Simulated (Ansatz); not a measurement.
**Zr, response to strain**

The parent structure is Zr in the hcp (Mg type) structure (space group P6_3/mmc, No. 194; relaxed with 0.1 eV smearing).

```yaml
crystal:
  lattice:
    - [3.18249, 0.00000, 0.00000]
    - [-1.59125, 2.75612, 0.00000]
    - [0.00000, 0.00000, 5.12352]
  atoms:
    - { symbol: Zr, position: [0.66667, 0.33333, 0.75000] }
    - { symbol: Zr, position: [0.33333, 0.66667, 0.25000] }
```

Cartesian axes are those of the cell as printed.

Strains are applied to the cell and any free atomic positions relax.

The values are results of plane-wave PAW DFT at the PBEsol level (Ansatz, a program for electronic structure, 420 eV), no spin-orbit coupling, not measurements.

Notes on the quantities. energy relative to the base: free energy F.

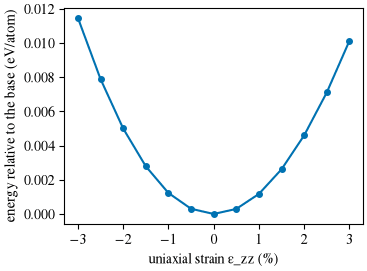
Figure. Energy relative to the base against uniaxial strain ε_zz

Question: From the plot, what is the energy relative to the base for uniaxial strain ε_zz = +2.50 %?

Answer: About 0.0071 eV/atom.

Question: Is the trend monotonic over the range shown?

Answer: No, it turns within the range, spanning 0 meV/atom to +11 meV/atom.

No phonon test of stability was made. The final runs are not spin-polarised.
